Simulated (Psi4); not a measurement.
**CCSD/def2-TZVPP run of SiH3F (SMILES F[SiH3])**

Aim: the vertical singlet–triplet gap of SiH3F at CCSD/def2-TZVPP, from 2 runs. Input form: a Python script.

The results are computed with Psi4 1.11.

1 further run of the same task is left out (set aside as unsound or not needed).

## (1) Starting point

SiH3F has 5 atoms, charge 0, and is taken as a singlet. As SMILES, `F[SiH3]`. The coordinates come from a PBE0-D4/def2-TZVP relaxation.

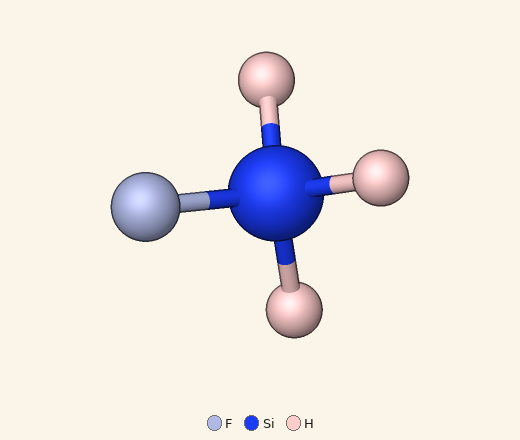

The structure, seen from a chosen angle (fluorine light blue, silicon blue, hydrogen pink).

## (2) The energy at CCSD/def2-TZVPP

fh3si.py reads:

```python
import psi4

psi4.set_memory(1600000000)
psi4.set_num_threads(1)
psi4.set_output_file('run.log', False)

molecule = psi4.geometry("""
0 1
F     -1.274600     0.162800     0.858000
Si     0.043300    -0.019300    -0.030700
H     -0.367800    -0.192600    -1.443700
H      0.768600    -1.217900     0.451600
H      0.880500     1.193400     0.123400
symmetry c1
""")

options = {'puream': True, 'e_convergence': 1e-09, 'd_convergence': 1e-08, 'scf_type': 'pk', 'num_frozen_docc': 6}
psi4.set_options(options)

e = psi4.energy('ccsd/def2-TZVPP', molecule=molecule)
print('E =', round(e, 9))
for k, v in sorted(psi4.core.scalar_variables().items()):
    print(f'{k:45s} {v:18.10f}')
```

On the command line:

```console
$ python fh3si.py
```

run.log (excerpt; [...] marks lines left out):

```text
[...]
  Running in c1 symmetry.
[...]
  Nuclear repulsion =   63.042807224251995
[...]
  Multiplicity = 1
[...]
  Nalpha       = 13
  Nbeta        = 13
[...]
    Number of basis functions: 115
[...]
   @RHF iter   1:  -390.18594424270879   -6.44543e-01   2.88189e-03 ADIIS/DIIS
[...]
   @RHF iter  10:  -390.23211231805629   -2.78533e-12   2.58893e-09 DIIS
[...]
    Orbital Energies [Eh]
    ---------------------
    Doubly Occupied:
       1A    -68.815755     2A    -26.284853     3A     -6.160902
       4A     -4.268273     5A     -4.267272     6A     -4.267271
       7A     -1.585561     8A     -0.774966     9A     -0.668323
      10A     -0.668322    11A     -0.640023    12A     -0.491160
      13A     -0.491140
[...]
  @RHF Final Energy:  -390.23211231805629
   => Energetics <=
    Nuclear Repulsion Energy =             63.0428072242519946
    One-Electron Energy =                -667.7821951045737023
    Two-Electron Energy =                 214.5072755622653915
    Total Energy =                       -390.2321123180563518
[...]
 Multipole Moments:
 ------------------------------------------------------------------------------------
     Multipole            Electronic (a.u.)      Nuclear  (a.u.)        Total (a.u.)
 ------------------------------------------------------------------------------------
 L = 1.  Multiply by 2.5417464519 to convert [e a0] to [Debye]
 Dipole X            :         -2.7605108            3.2256518            0.4651410
 Dipole Y            :          0.3815890           -0.4457978           -0.0642088
 Dipole Z            :          1.8617657           -2.1753133           -0.3135476
 Magnitude           :                                                    0.5646158
[...]
      * MP2 total energy                      = -390.614676013584699
[...]
      * CCSD total energy                     = -390.636636204326464
```

On the terminal:

```text
E = -390.636636204
CC D1 DIAGNOSTIC                                    0.0224272152
CC D2 DIAGNOSTIC                                    0.1458384420
CC NEW D1 DIAGNOSTIC                                0.0224272152
CC T1 DIAGNOSTIC                                    0.0107520078
CCSD CORRELATION ENERGY                            -0.4045238863
CCSD DOUBLES ENERGY                                -0.4045238863
CCSD ITERATIONS                                    15.0000000000
CCSD OPPOSITE-SPIN CORRELATION ENERGY              -0.3283676543
CCSD SAME-SPIN CORRELATION ENERGY                  -0.0761562320
CCSD SINGLES ENERGY                                 0.0000000000
CCSD TOTAL ENERGY                                -390.6366362043
CURRENT CORRELATION ENERGY                         -0.4045238863
CURRENT ENERGY                                   -390.6366362043
CURRENT REFERENCE ENERGY                         -390.2321123181
DD SOLVATION ENERGY                                 0.0000000000
HF KINETIC ENERGY                                 390.1343022091
HF POTENTIAL ENERGY                              -780.3664145272
HF TOTAL ENERGY                                  -390.2321123181
HF VIRIAL RATIO                                     2.0002507088
MP2 CORRELATION ENERGY                             -0.3825636955
MP2 DOUBLES ENERGY                                 -0.3825636955
MP2 OPPOSITE-SPIN CORRELATION ENERGY               -0.2995446137
MP2 SAME-SPIN CORRELATION ENERGY                   -0.0830190819
MP2 SINGLES ENERGY                                 -0.0000000000
MP2 TOTAL ENERGY                                 -390.6146760136
NUCLEAR REPULSION ENERGY                           63.0428072243
ONE-ELECTRON ENERGY                              -667.7821951046
PCM POLARIZATION ENERGY                             0.0000000000
PE ENERGY                                           0.0000000000
SCF ITERATION ENERGY                             -390.2321123181
SCF ITERATIONS                                     10.0000000000
SCF TOTAL ENERGY                                 -390.2321123181
TWO-ELECTRON ENERGY                               214.5072755623
```

Wall time 30 s (1 thread of Intel Xeon 6975P-C (Granite Rapids), shared host); peak memory 1.4 GiB.

## (3) The triplet, same level

fh3si.xyz reads:

```xyz
5
FH3Si
F     -1.274600     0.162800     0.858000
Si     0.043300    -0.019300    -0.030700
H     -0.367800    -0.192600    -1.443700
H      0.768600    -1.217900     0.451600
H      0.880500     1.193400     0.123400
```

calc.py reads:

```python
import psi4

psi4.set_memory('1600 MB')
psi4.set_num_threads(1)
psi4.set_output_file('fh3si.out', False)

with open('fh3si.xyz') as f:
    atoms = ''.join(f.readlines()[2:])
mol = psi4.geometry('0 3\n' + atoms + 'symmetry c1\nno_reorient\nno_com')

options = {'basis': 'def2-TZVPP', 'reference': 'uhf', 'puream': True, 'e_convergence': 1e-09, 'd_convergence': 1e-08, 'scf_type': 'pk', 'num_frozen_docc': 6, 'maxiter': 200}
psi4.set_options(options)

result, w = psi4.energy("ccsd", return_wfn=True)
print(f'ccsd energy: {result:.10f} Eh')
```

On the command line:

```console
$ python calc.py
```

fh3si.out (excerpt; [...] marks lines left out):

```text
[...]
  Running in c1 symmetry.
[...]
  Nuclear repulsion =   63.042807224251995
[...]
  Multiplicity = 3
[...]
  Nalpha       = 14
  Nbeta        = 12
[...]
    Number of basis functions: 115
[...]
   @UHF iter   1:  -389.85409216137202   -3.12690e-01   3.15196e-03 ADIIS/DIIS
[...]
   @UHF iter  24:  -389.93392781609276   -1.69393e-11   7.00466e-09 DIIS
[...]
   @S^2 Observed:                2.008851727E+00
[...]
    Orbital Energies [Eh]
    ---------------------
    Alpha Occupied:
       1A    -68.848457     2A    -26.295517     3A     -6.191296
       4A     -4.304683     5A     -4.299734     6A     -4.295357
       7A     -1.601087     8A     -0.860174     9A     -0.730074
      10A     -0.679521    11A     -0.676892    12A     -0.595023
      13A     -0.508851    14A     -0.173134
    Alpha Virtual:
      15A      0.126506    16A      0.127555    17A      0.147578
      18A      0.229553    19A      0.259335    20A      0.262568
      21A      0.312117    22A      0.335656    23A      0.341673
      24A      0.386764    25A      0.399787    26A      0.489653
[...]
  @UHF Final Energy:  -389.93392781609276
   => Energetics <=
    Nuclear Repulsion Energy =             63.0428072242519946
    One-Electron Energy =                -666.9566852161901807
    Two-Electron Energy =                 213.9799501758454312
    Total Energy =                       -389.9339278160927620
  UHF NO Occupations:
  HONO-2 :   12  A 1.9967905
  HONO-1 :   13  A 1.0000000
[...]
 Multipole Moments:
 ------------------------------------------------------------------------------------
     Multipole            Electronic (a.u.)      Nuclear  (a.u.)        Total (a.u.)
 ------------------------------------------------------------------------------------
 L = 1.  Multiply by 2.5417464519 to convert [e a0] to [Debye]
 Dipole X            :         18.0425055          -18.1109462           -0.0684407
 Dipole Y            :         -1.9595774            1.8479632           -0.1116143
 Dipole Z            :        -12.9815749           12.1386558           -0.8429191
 Magnitude           :                                                    0.8530267
[...]
      * MP2 total energy                      = -390.314724095878887
[...]
      * CCSD total energy                     = -390.338652454647615
```

The script printed:

```text
ccsd energy: -390.3386524546 Eh
```

Run time: 2.6 min. Hardware: 1 thread of Intel Xeon 6975P-C (Granite Rapids), shared host; peak memory 1.4 GiB.

## (4) Results

Level: CCSD/def2-TZVPP, 6 core orbitals frozen.

```
                                                           quantity          value
                                              singlet: total energy  -390.63664 Eh
                       singlet: HOMO energy (Hartree–Fock orbitals)      -13.36 eV
                       singlet: LUMO energy (Hartree–Fock orbitals)        2.91 eV
                     singlet: HOMO–LUMO gap (Hartree–Fock orbitals)       16.27 eV
               singlet: correlation energy (6 core orbitals frozen)     -404.5 mEh
                                             singlet: T1 diagnostic          0.011
                                              triplet: total energy  -390.33865 Eh
triplet: HOMO energy (Hartree–Fock orbitals) (highest over α and β)       -4.71 eV
 triplet: LUMO energy (Hartree–Fock orbitals) (lowest over α and β)       -3.94 eV
               triplet: correlation energy (6 core orbitals frozen)     -404.7 mEh
                         triplet: ⟨S²⟩ of the reference determinant          2.009
                                             triplet: T1 diagnostic          0.058
                   vertical energy of the triplet above the singlet       8.109 eV
```

In words: At this shape the triplet lies 8.11 eV (782 kJ/mol) above the singlet. The T1 diagnostic (triplet) of 0.058 is above the customary mark for such species, so a single reference may not serve.
